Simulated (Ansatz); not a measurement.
Breaking the H–H spacing in H8 chain (multiplicity 1 held). Energies count from the point at 0.900 Å.
Geometry at that point (charge 0, multiplicity 1):
```xyz
8

H      0.00000     0.00000     0.00000
H      0.00000     0.00000     0.90000
H      0.00000     0.00000     1.80000
H      0.00000     0.00000     2.70000
H      0.00000     0.00000     3.60000
H      0.00000     0.00000     4.50000
H      0.00000     0.00000     5.40000
H      0.00000     0.00000     6.30000
```

U- levels take the lowest unrestricted solution at each point, which mixes spins at long bonds. Active spaces are followed from rest. Curves can end on different states.

The values were computed with Ansatz (Gaussian orbitals). 

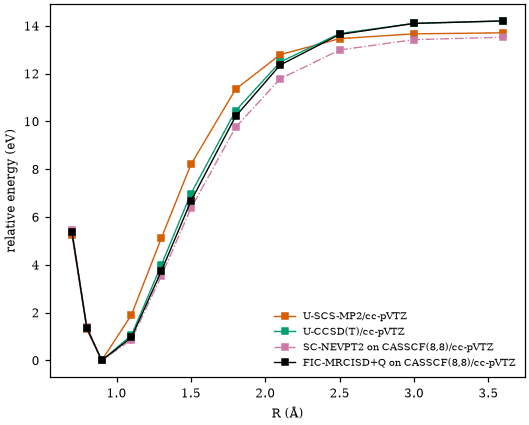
Fig. 1. Relative energy along the coordinate

Task: Read off the U-SCS-MP2/cc-pVTZ curve at R = 1.500.

Result: about 8.2 eV

Doubts at one or more of the structures used: a spin-contaminated determinant (U-SCS-MP2/cc-pVTZ, U-CCSD(T)/cc-pVTZ); T1 above 0.05 (U-CCSD(T)/cc-pVTZ); the program's own flag: large difference (U-CCSD(T)/cc-pVTZ).

Ansatz is a first-principles code.
